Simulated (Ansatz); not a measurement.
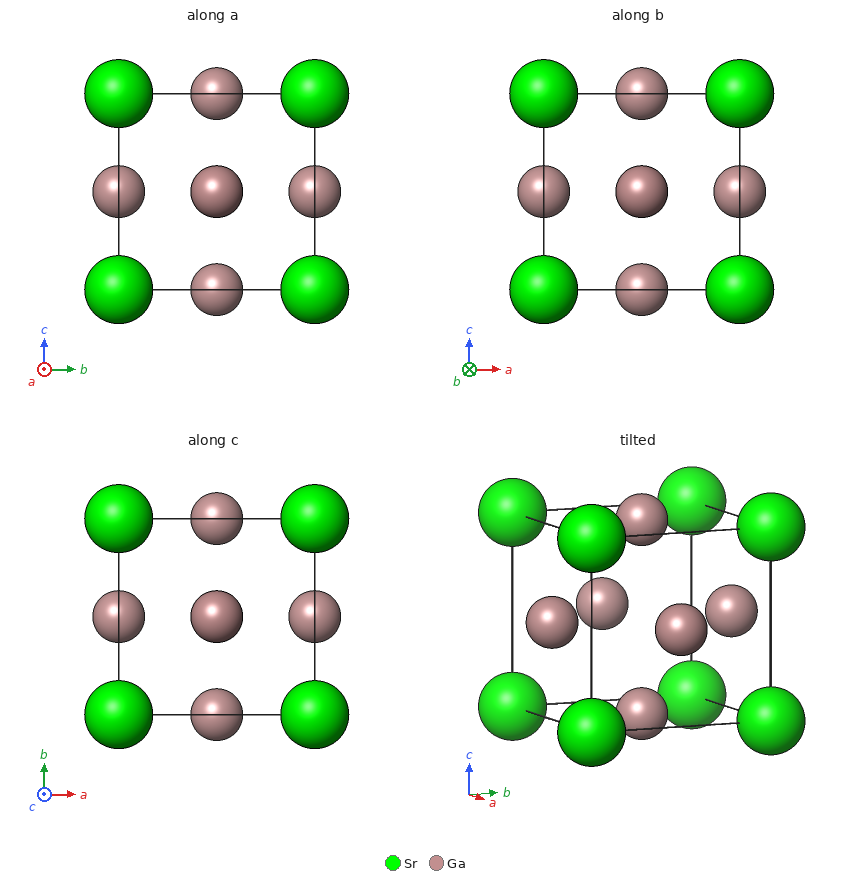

Spheres-only model, viewed along the a axis, along the b axis, along the c axis and slightly off an axis. The conventional unit cell is outlined; an atom on or near a face, edge or corner is repeated at each equivalent position.

Lattice parameters: a = 4.516 Å, b = 4.516 Å, c = 4.516 Å, α = 90.00°, β = 90.00°, γ = 90.00°. Put a along x and b in the xy plane.

Set out the cell and atoms as a POSCAR file.

Answer.
```
Sr Ga
1.0
     4.516    0.000    0.000
     0.000    4.516    0.000
     0.000    0.000    4.516
Sr Ga
1 3
Direct
  0.0000 0.0000 0.0000
  0.0000 0.5000 0.5000
  0.5000 0.5000 0.0000
  0.5000 0.0000 0.5000
```

Its origin is a structure type filled with these elements by a generator (whether the compound takes this form wasn't checked). Earlier steps of the study may have refined or changed the cell and positions. A calculation with Ansatz used it as input.
